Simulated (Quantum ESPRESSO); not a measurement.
**The valence band of H3CCl as photoemission sees it**

Wanted: projected DOS of H3CCl, weighted into photoemission and X-ray emission spectra, at several levels of theory.

Main program and level: Quantum ESPRESSO 7.5; DFT, PBEsol, plane waves, ultrasoft GBRV pseudopotentials, scalar-relativistic, in the first sound run; inputs show where later runs differ.

### 1. Starting point

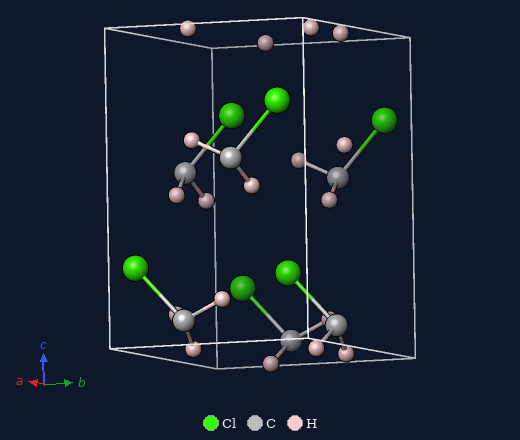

The starting structure, seen slightly off an axis (chlorine green, carbon light grey, hydrogen pink). This picture shows the conventional cell, with its axes. Bonds to atoms that aren't drawn are left out. Some periodic images of atoms are drawn too.

### 2. The base run: self-consistent run

First the self-consistent run; potential, DOS and bands follow from it in later steps.

scf.in reads:

```
&control
  calculation = 'scf'
  prefix = 'pes'
  outdir = './tmp'
  pseudo_dir = './pp'
  tprnfor = .true.
  tstress = .true.
/
&system
  ibrav = 0
  nat = 10
  ntyp = 3
  ecutwfc = 40.0
  ecutrho = 200.0
  occupations = 'smearing'
  nbnd = 38
  smearing = 'fd'
  degauss = 0.00147
/
&electrons
  conv_thr = 6e-08
  mixing_beta = 0.5
  electron_maxstep = 120
/
ATOMIC_SPECIES
Cl 35.4500 cl_pbesol_v1.4.uspp.F.UPF
C 12.0110 c_pbesol_v1.2.uspp.F.UPF
H 1.0080 h_pbesol_v1.4.uspp.F.UPF
CELL_PARAMETERS angstrom
 3.250369000 -2.560506000 0.000000000
 3.250369000 2.560506000 0.000000000
 0.000000000 0.000000000 7.651655000
ATOMIC_POSITIONS crystal
Cl 0.864263000 0.135737000 0.253132000
Cl 0.135737000 0.864263000 0.753132000
C 0.625140000 0.374860000 0.424152000
C 0.374860000 0.625140000 0.924152000
H 0.515832000 0.207380000 0.503435000
H 0.792620000 0.484168000 0.503435000
H 0.484168000 0.792620000 0.003435000
H 0.207380000 0.515832000 0.003435000
H 0.430208000 0.569792000 0.363546000
H 0.569792000 0.430208000 0.863546000
K_POINTS automatic
6 6 4 0 0 0
```

The run is started by

```console
> OMP_NUM_THREADS=1 mpirun -n 4 pw.x -nk 4 -in scf.in > scf.out
```

Log:

```text
Program PWSCF v.7.5 starts

     This program is part of the open-source Quantum ESPRESSO suite
     for quantum simulation of materials; please cite
         "P. Giannozzi et al., J. Phys.:Condens. Matter 21 395502 (2009);
         "P. Giannozzi et al., J. Phys.:Condens. Matter 29 465901 (2017);
         "P. Giannozzi et al., J. Chem. Phys. 152 154105 (2020);
          URL
     in publications or presentations arising from this work. More details at

     Parallel version (MPI & OpenMP), running on       4 processor cores
     Number of MPI processes:                 4
     Threads/MPI process:                     1

     MPI processes distributed on     1 nodes
     21528 MiB available memory on the printing compute node when the environment starts

     Current dimensions of program PWSCF are:
     Max number of different atomic species (ntypx) = 10
     Max number of k-points (npk) =  40000
     Max angular momentum in pseudopotentials (lmaxx) =  4
     Message from routine setup:
     using ibrav=0 with symmetry is DISCOURAGED, use correct ibrav instead

     K-points division:     npool     =       4
     Subspace diagonalization in iterative solution of the eigenvalue problem:
     a serial algorithm will be used

     G-vector sticks info
     --------------------
     sticks:   dense  smooth     PW     G-vecs:    dense   smooth      PW
     Sum         947     759    227                41035    29353    4793

     Using Slab Decomposition

     bravais-lattice index     =            0
     lattice parameter (alat)  =       7.8192  a.u.
     unit-cell volume          =     859.4892 (a.u.)^3
     number of atoms/cell      =           10
     number of atomic types    =            3
     number of electrons       =        28.00
     number of Kohn-Sham states=           38
     kinetic-energy cutoff     =      40.0000  Ry
     charge density cutoff     =     200.0000  Ry
     scf convergence threshold =      6.0E-08
     mixing beta               =       0.5000
     number of iterations used =            8  plain     mixing
     Exchange-correlation= SLA  PW   PSX  PSC
                           (   1   4  10   8   0   0   0)

     celldm(1)=   7.819240  celldm(2)=   0.000000  celldm(3)=   0.000000
     celldm(4)=   0.000000  celldm(5)=   0.000000  celldm(6)=   0.000000

     crystal axes: (cart. coord. in units of alat)
               a(1) = (   0.785538  -0.618814   0.000000 )
               a(2) = (   0.785538   0.618814   0.000000 )
               a(3) = (   0.000000   0.000000   1.849225 )

     reciprocal axes: (cart. coord. in units 2 pi/alat)
               b(1) = (  0.636507 -0.807997  0.000000 )
               b(2) = (  0.636507  0.807997 -0.000000 )
               b(3) = ( -0.000000  0.000000  0.540767 )

     PseudoPot. # 1 for Cl read from file:
     ./pp/cl_pbesol_v1.4.uspp.F.UPF
     Pseudo is Ultrasoft + core correction, Zval =  7.0
     Generated by new atomic code, or converted to UPF format
     Using radial grid of  909 points,  6 beta functions with:
                l(1) =   0
                l(2) =   0
                l(3) =   1
                l(4) =   1
                l(5) =   2
                l(6) =   2
     Q(r) pseudized with  8 coefficients,  rinner =    1.300   1.300   1.300
                                                       1.300   1.300

     PseudoPot. # 2 for C  read from file:
     ./pp/c_pbesol_v1.2.uspp.F.UPF
     Pseudo is Ultrasoft + core correction, Zval =  4.0
     Generated by new atomic code, or converted to UPF format
     Using radial grid of  721 points,  4 beta functions with:
                l(1) =   0
                l(2) =   0
                l(3) =   1
                l(4) =   1
     Q(r) pseudized with  8 coefficients,  rinner =    1.100   1.100   1.100

     PseudoPot. # 3 for H  read from file:
     ./pp/h_pbesol_v1.4.uspp.F.UPF
     Pseudo is Ultrasoft, Zval =  1.0
     Generated by new atomic code, or converted to UPF format
     Using radial grid of  615 points,  2 beta functions with:
                l(1) =   0
                l(2) =   0
     Q(r) pseudized with  8 coefficients,  rinner =    0.700

     atomic species   valence    mass     pseudopotential
     Cl                7.00    35.45000     Cl( 1.00)
     C                 4.00    12.01100     C ( 1.00)
     H                 1.00     1.00800     H ( 1.00)

      4 Sym. Ops. (no inversion) found ( 2 have fractional translation)

   Cartesian axes

     site n.     atom                  positions (alat units)
         1        Cl     tau(   1) = (   0.7855376  -0.4508221   0.4680979  )
         2        Cl     tau(   2) = (   0.7855376   0.4508221   1.3927103  )
         3        C      tau(   3) = (   0.7855376  -0.1548768   0.7843523  )
         4        C      tau(   4) = (   0.7855376   0.1548768   1.7089647  )
         5        H      tau(   5) = (   0.5681102  -0.1908744   0.9309644  )
         6        H      tau(   6) = (   1.0029650  -0.1908744   0.9309644  )
         7        H      tau(   7) = (   1.0029650   0.1908744   0.0063521  )
         8        H      tau(   8) = (   0.5681102   0.1908744   0.0063521  )
         9        H      tau(   9) = (   0.7855376   0.0863765   0.6722782  )
        10        H      tau(  10) = (   0.7855376  -0.0863765   1.5968906  )

     number of k points=    39  Fermi-Dirac smearing, width (Ry)=  0.0015
                       cart. coord. in units 2pi/alat
        k(    1) = (   0.0000000   0.0000000   0.0000000), wk =   0.0138889
        k(    2) = (   0.0000000   0.0000000   0.1351918), wk =   0.0277778
        k(    3) = (   0.0000000   0.0000000  -0.2703836), wk =   0.0138889
        k(    4) = (   0.1060845   0.1346662   0.0000000), wk =   0.0555556
        k(    5) = (   0.1060845   0.1346662   0.1351918), wk =   0.1111111
        k(    6) = (   0.1060845   0.1346662  -0.2703836), wk =   0.0555556
        k(    7) = (   0.2121689   0.2693324   0.0000000), wk =   0.0555556
        k(    8) = (   0.2121689   0.2693324   0.1351918), wk =   0.1111111
        k(    9) = (   0.2121689   0.2693324  -0.2703836), wk =   0.0555556
        k(   10) = (  -0.3182534  -0.4039986   0.0000000), wk =   0.0277778
        k(   11) = (  -0.3182534  -0.4039986   0.1351918), wk =   0.0555556
        k(   12) = (  -0.3182534  -0.4039986  -0.2703836), wk =   0.0277778
        k(   13) = (   0.2121689   0.0000000   0.0000000), wk =   0.0277778
        k(   14) = (   0.2121689   0.0000000   0.1351918), wk =   0.0555556
        k(   15) = (   0.2121689   0.0000000  -0.2703836), wk =   0.0277778
[...]
14.8335  15.0399  15.3468  15.3740  15.8419  16.1904

          k = 0.0000 0.0000-0.2704 (  3626 PWs)   bands (ev):

   -15.8159 -15.8159 -10.9095 -10.9095  -5.2287  -5.2287  -4.7427  -4.7427
    -4.4846  -4.4846  -1.7339  -1.7339  -1.4521  -1.4521   4.4471   4.4471
     6.5549   6.5549   8.3043   8.3043   9.0615   9.0615  10.0970  10.0970
    10.3462  10.3462  11.4506  11.4506  12.2729  12.2729  12.9975  12.9975
    14.3159  14.3159  15.1784  15.1784  16.4343  16.4344

          k = 0.1061 0.1347 0.0000 (  3674 PWs)   bands (ev):

   -15.8674 -15.7083 -11.0918 -10.7587  -5.4559  -4.9818  -4.8565  -4.8202
    -4.6624  -4.4713  -1.7520  -1.6333  -1.5112  -1.3348   4.4594   5.5044
     5.7513   6.6822   7.6974   8.1467   9.0537   9.1516   9.2169   9.5335
    10.4443  11.0244  11.5346  11.9045  12.0659  12.3827  13.6299  14.4207
    14.7026  14.9882  15.3583  15.8963  16.3627  16.5973

          k = 0.1061 0.1347 0.1352 (  3662 PWs)   bands (ev):

[...]
14.6420  15.0119  15.3633  15.8763  16.1572  16.7753

          k = 0.1061 0.1347-0.2704 (  3656 PWs)   bands (ev):

[...]
14.8826  14.8826  15.2429  15.2429  16.6615  16.6616

          k = 0.2122 0.2693 0.0000 (  3685 PWs)   bands (ev):

[...]
14.3055  14.7438  15.9920  16.3077  16.6597  17.2715

          k = 0.2122 0.2693 0.1352 (  3663 PWs)   bands (ev):

[...]
14.6119  15.1659  15.7599  16.1177  16.4839  16.9022

          k = 0.2122 0.2693-0.2704 (  3662 PWs)   bands (ev):

[...]
15.0951  15.0951  15.8947  15.8947  16.2598  16.2598

          k =-0.3183-0.4040 0.0000 (  3674 PWs)   bands (ev):

[...]
14.6227  14.8940  15.9296  16.0512  16.6648  17.3584

          k =-0.3183-0.4040 0.1352 (  3682 PWs)   bands (ev):

[...]
14.7114  14.9814  15.7727  16.1360  16.2805  16.8364

          k =-0.3183-0.4040-0.2704 (  3668 PWs)   bands (ev):

[...]
15.0326  15.0326  15.2962  15.2962  16.4384  16.4385

          k = 0.2122 0.0000 0.0000 (  3663 PWs)   bands (ev):

[...]
14.8340  14.9593  15.3246  16.1266  16.8853  17.0558

          k = 0.2122 0.0000 0.1352 (  3672 PWs)   bands (ev):

[...]
14.8297  15.0791  15.4852  15.8463  16.2199  16.3970

          k = 0.2122 0.0000-0.2704 (  3648 PWs)   bands (ev):

[...]
14.9465  14.9465  15.5590  15.5590  16.0689  16.0689

          k = 0.3183 0.1347 0.0000 (  3673 PWs)   bands (ev):

[...]
14.8457  15.0654  15.6695  16.3960  16.6168  16.9303

          k = 0.3183 0.1347 0.1352 (  3667 PWs)   bands (ev):

[...]
k = 0.3183 0.1347-0.2704 (  3660 PWs)   bands (ev):

[...]
k =-0.2122-0.5387 0.0000 (  3676 PWs)   bands (ev):

[...]
k =-0.2122-0.5387 0.1352 (  3674 PWs)   bands (ev):

[...]
k =-0.2122-0.5387-0.2704 (  3656 PWs)   bands (ev):

[...]
k =-0.1061-0.4040 0.0000 (  3678 PWs)   bands (ev):

[...]
k =-0.1061-0.4040 0.1352 (  3674 PWs)   bands (ev):

[...]
k =-0.1061-0.4040-0.2704 (  3684 PWs)   bands (ev):

[...]
k = 0.0000-0.2693 0.0000 (  3660 PWs)   bands (ev):

[...]
k = 0.0000-0.2693 0.1352 (  3668 PWs)   bands (ev):

[...]
k = 0.0000-0.2693-0.2704 (  3690 PWs)   bands (ev):

[...]
k = 0.4243 0.0000 0.0000 (  3678 PWs)   bands (ev):

[...]
k = 0.4243 0.0000 0.1352 (  3670 PWs)   bands (ev):

[...]
k = 0.4243 0.0000-0.2704 (  3684 PWs)   bands (ev):

[...]
k =-0.1061-0.6733 0.0000 (  3690 PWs)   bands (ev):

[...]
k =-0.1061-0.6733 0.1352 (  3676 PWs)   bands (ev):

[...]
k =-0.1061-0.6733-0.2704 (  3682 PWs)   bands (ev):

[...]
k =-0.0000-0.5387 0.0000 (  3666 PWs)   bands (ev):

[...]
k =-0.0000-0.5387 0.1352 (  3682 PWs)   bands (ev):

[...]
14.5386  15.2953  15.3560  15.9210  15.9371  16.9947

          k =-0.0000-0.5387-0.2704 (  3688 PWs)   bands (ev):

[...]
15.0490  15.0490  15.6637  15.6637  15.8530  15.8530

          k =-0.6365 0.0000 0.0000 (  3670 PWs)   bands (ev):

[...]
14.8402  14.9266  15.6513  15.7099  16.1078  16.2944

          k =-0.6365 0.0000 0.1352 (  3696 PWs)   bands (ev):

   -15.6849 -15.6239 -10.8918 -10.8514  -5.7276  -5.3859  -5.2141  -5.1277
    -4.6837  -4.6484  -2.1070  -2.0203  -1.6708  -1.3662   4.8423   4.9418
     7.1301   7.6065   7.7344   7.9919   8.2560   9.1378  10.2409  10.7218
    10.9915  11.0166  13.2590  13.3594  13.4015  13.5944  13.8181  14.1346
    14.8839  15.1149  15.5779  15.7273  15.8313  16.1807

          k =-0.6365 0.0000-0.2704 (  3692 PWs)   bands (ev):

   -15.6546 -15.6546 -10.8709 -10.8709  -5.5689  -5.5689  -5.2088  -5.2088
    -4.6226  -4.6226  -1.8918  -1.8918  -1.6847  -1.6847   4.7116   4.7116
     7.6447   7.6447   7.7941   7.7941   9.3352   9.3352   9.9706   9.9706
    10.5805  10.5805  13.5637  13.5637  13.5925  13.5925  13.9408  13.9408
    15.1205  15.1205  15.4288  15.4288  15.8832  15.8832

     the Fermi energy is     0.7273 ev

!    total energy              =     -96.42744225 Ry
     estimated scf accuracy    <          2.4E-09 Ry
     smearing contrib. (-TS)   =       0.00000000 Ry
     internal energy E=F+TS    =     -96.42744225 Ry

     The total energy is F=E-TS. E is the sum of the following terms:
     one-electron contribution =     -35.27780989 Ry
     hartree contribution      =      26.03777273 Ry
     xc contribution           =     -29.91220027 Ry
     ewald contribution        =     -57.27520481 Ry

     convergence has been achieved in   8 iterations

     negative rho (up, down):  2.995E-02 0.000E+00

     Forces acting on atoms (cartesian axes, Ry/au):

     atom    1 type  1   force =    -0.00000000    0.00301722    0.00316081
     atom    2 type  1   force =     0.00000000   -0.00301722    0.00316081
     atom    3 type  2   force =     0.00000000   -0.00301486   -0.01176694
     atom    4 type  2   force =    -0.00000000    0.00301486   -0.01176694
     atom    5 type  3   force =    -0.00848497   -0.00039557    0.00408581
     atom    6 type  3   force =     0.00848497   -0.00039557    0.00408581
     atom    7 type  3   force =     0.00848497    0.00039557    0.00408581
     atom    8 type  3   force =    -0.00848497    0.00039557    0.00408581
     atom    9 type  3   force =    -0.00000000    0.00108908    0.00043450
     atom   10 type  3   force =     0.00000000   -0.00108908    0.00043450

     Total force =     0.026295     Total SCF correction =     0.000039

     Computing stress (Cartesian axis) and pressure

     negative rho (up, down):  2.995E-02 0.000E+00
          total   stress  (Ry/bohr**3)                   (kbar)     P=        0.80
   0.00005250  -0.00000000   0.00000000            7.72       -0.00        0.00
  -0.00000000  -0.00002376   0.00000000           -0.00       -3.50        0.00
   0.00000000   0.00000000  -0.00001238            0.00        0.00       -1.82

     XML data file, charge density, pseudopotentials, collected wavefunctions

     Called by init_run:

     Called by electrons:

     Called by c_bands:

     Called by *egterg:

     Called by h_psi:
                                        0.00s GPU  (     393 calls)

     General routines

     Parallel routines

=------------------------------------------------------------------------------=
   JOB DONE.
=------------------------------------------------------------------------------=
```

The job ended after 20 s (4 MPI ranks of Arm Neoverse V1, shared host; 79 s of CPU time).

This step gave:

```
free energy       : -1311.9622 eV
Fermi energy      : 0.7273 eV
pressure          : 0.08 GPa
gap on the k-mesh : 5.431 eV
```

At this level the gap is 5.43 eV on the k-mesh of the self-consistent run, which can miss the band edges.

(Continued in part 2 of 8.)

[Logs are printed without paths, hosts, clocks, repeated set-up lines and the standing remarks that a program may print on its own settings, such as how far it seeks lower states.]

[Hosts, paths, dates, database ids (printed as entryN), source tags and the programs' standing remarks are cut or masked in the printed files.]

[Maps of the electrostatic potential energy from Ansatz leave out the sawtooth potential of an applied field or a dipole correction, so their vacuum need not be flat; work functions include it.]

[Peak lists hold at most the 14 tallest peaks of each spectrum; further lines can be left out.]
